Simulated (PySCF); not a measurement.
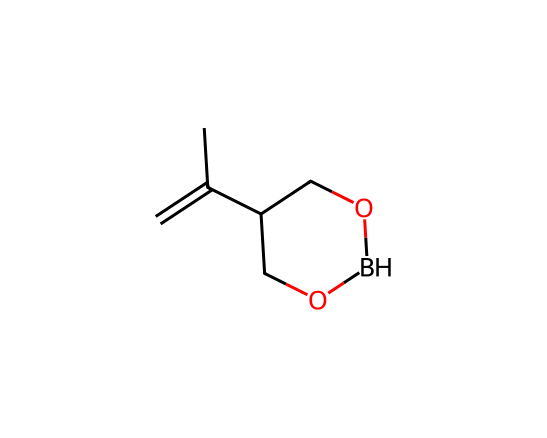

Skeletal drawing of a molecule.

> Write the SMILES.

C=C(C)C1COBOC1

> What is the molecular formula?

C6H11BO2.

> An optimisation with PBE0-D3(BJ)/def2-SVP gave a structure of which point group?

C1. Other conformers may differ.

More results for the same structure follow; atom numbers are the same in all pictures, views and colours differ. Computed geometry: PBE0-D3(BJ)/def2-SVP optimisation. No frequency run is at hand to confirm it as a minimum.

## Geometry

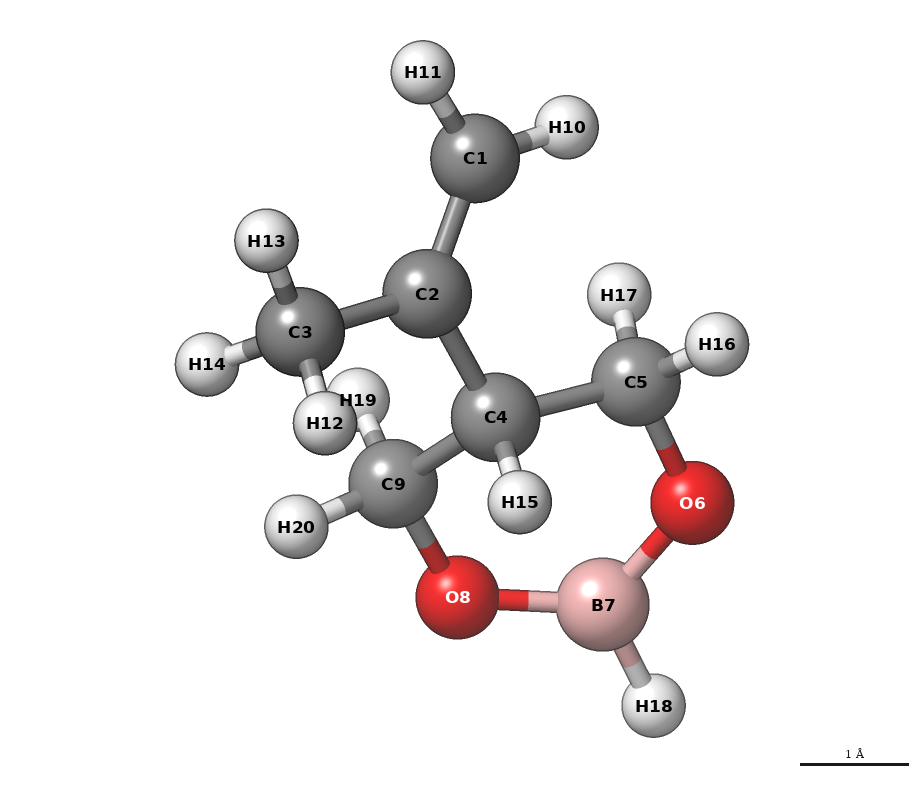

Numbered structure. No frequency run is at hand to confirm it as a minimum.

Give these bond angles: C1–C2–C4, C2–C1–H10, C2–C4–C9, C4–C5–O6, C4–C5–H16, C4–C9–O8, C4–C9–H19, C4–C9–H20, O6–C5–H17, O6–B7–O8, O8–B7–H18, C9–C4–H15.

```json
{"angle": "C1–C2–C4", "degrees": "123.0"}
{"angle": "C2–C1–H10", "degrees": "123.1"}
{"angle": "C2–C4–C9", "degrees": "111.9"}
{"angle": "C4–C5–O6", "degrees": "111.4"}
{"angle": "C4–C5–H16", "degrees": "110.7"}
{"angle": "C4–C9–O8", "degrees": "112.1"}
{"angle": "C4–C9–H19", "degrees": "109.4"}
{"angle": "C4–C9–H20", "degrees": "111.0"}
{"angle": "O6–C5–H17", "degrees": "108.9"}
{"angle": "O6–B7–O8", "degrees": "122.7"}
{"angle": "O8–B7–H18", "degrees": "118.6"}
{"angle": "C9–C4–H15", "degrees": "106.8"}
```

## Polarisability

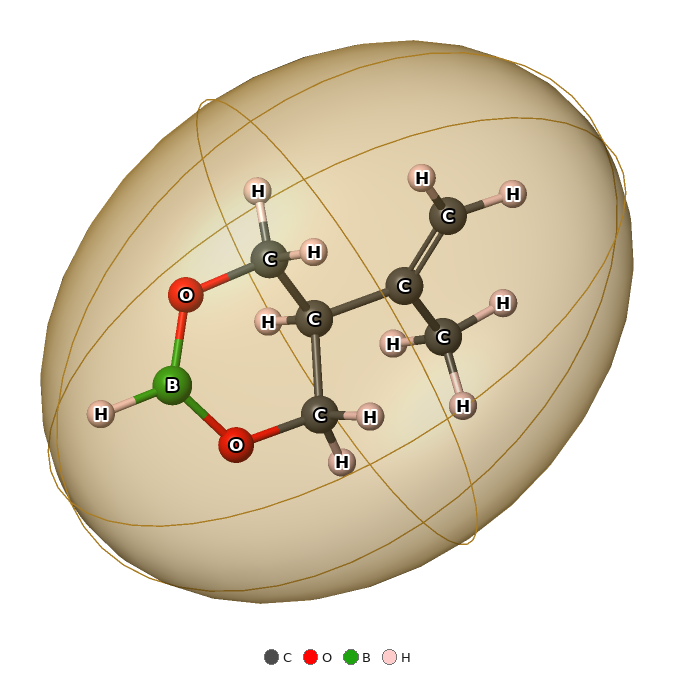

The ellipsoid shows the static dipole polarisability: its half-axes are proportional to the principal values. No frequency run is at hand to confirm it as a minimum. Method: CAM-B3LYP/def2-SVPD (PySCF 2.14.0).

> How large and how anisotropic is the polarisability?

Principal values 70.5, 90.1, 105.8 bohr³; mean 88.8 bohr³ (13.16 Å³); anisotropy 30.6 bohr³, so the longest axis is 1.50 times the shortest.

## Excitation

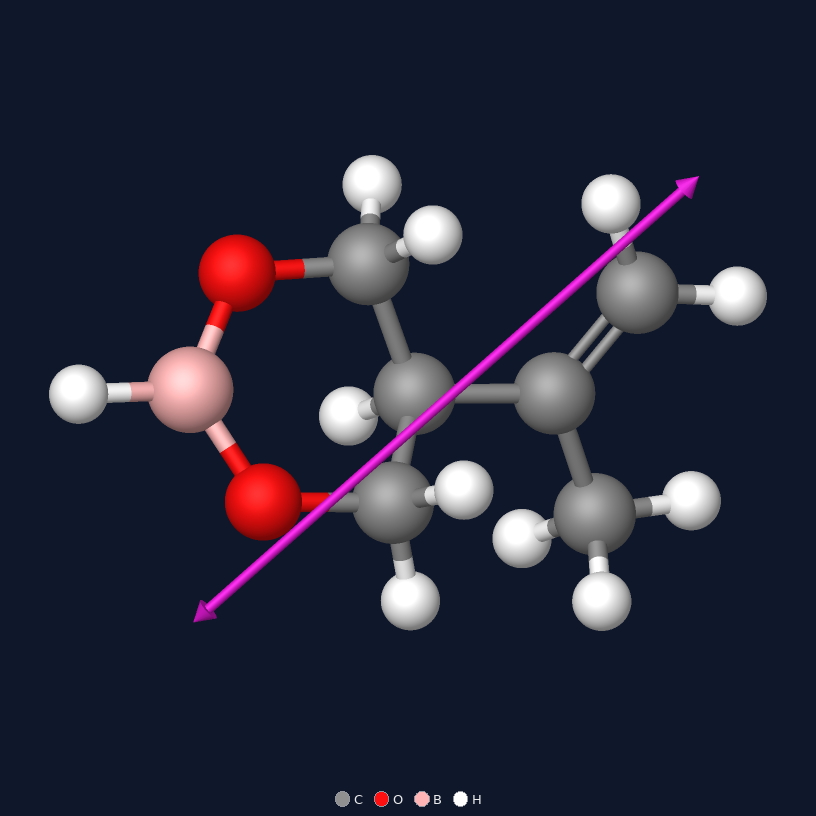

The double arrow shows the direction of the transition dipole to excited singlet state 2 (its length means nothing). No frequency run is at hand to confirm it as a minimum. Method: TDDFT CAM-B3LYP/def2-SVPD, vertical, gas phase, core orbitals frozen in the response (PySCF 2.14.0).

> Give its energy, strength and character.

7.14 eV (174 nm), oscillator strength 0.20, mainly HOMO → LUMO+1 (weight 0.87); transition dipole 2.74 D.

## Charges

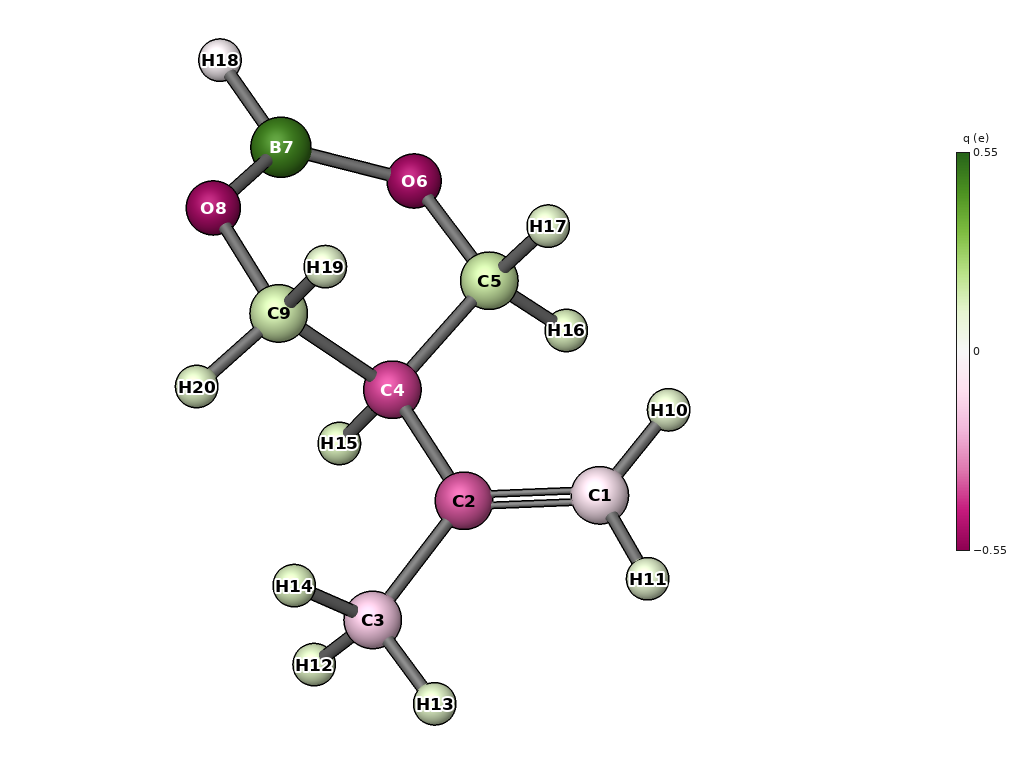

Atoms are coloured by their Mulliken charges. No frequency run is at hand to confirm it as a minimum. Properties computed with PBE0/pcSseg-1, gas phase (PySCF 2.14.0).

Give the Mulliken charges atom by atom.

```json
{"atom": "C1", "value (e)": "−0.09"}
{"atom": "C2", "value (e)": "−0.37"}
{"atom": "C3", "value (e)": "−0.17"}
{"atom": "C4", "value (e)": "−0.39"}
{"atom": "C5", "value (e)": "0.17"}
{"atom": "O6", "value (e)": "−0.50"}
{"atom": "B7", "value (e)": "0.48"}
{"atom": "O8", "value (e)": "−0.50"}
{"atom": "C9", "value (e)": "0.16"}
{"atom": "H10", "value (e)": "0.11"}
{"atom": "H11", "value (e)": "0.11"}
{"atom": "H12", "value (e)": "0.13"}
{"atom": "H13", "value (e)": "0.12"}
{"atom": "H14", "value (e)": "0.13"}
{"atom": "H15", "value (e)": "0.14"}
{"atom": "H16", "value (e)": "0.13"}
{"atom": "H17", "value (e)": "0.12"}
{"atom": "H18", "value (e)": "−0.03"}
{"atom": "H19", "value (e)": "0.11"}
{"atom": "H20", "value (e)": "0.13"}
```

## Quadrupole coupling

No frequency run is at hand to confirm it as a minimum. Electric field gradients from the ground-state density, PBE0/pcSseg-1 (PySCF 2.14.0), non-relativistic apart from any core potentials.

Give the largest field-gradient component, the quadrupole coupling constant and the asymmetry for 17O at O6 (Q = −25.6 mb), 11B at B7 (Q = 40.59 mb), 17O at O8 (Q = −25.6 mb).

```csv
atom,V_zz (a.u.),e²qQ/h (MHz),η
O6,1.570,−9.44,0.05
B7,0.343,3.27,0.46
O8,1.571,−9.45,0.06
```

Mulliken values depend strongly on the basis set and can even reverse the polarity of a bond.
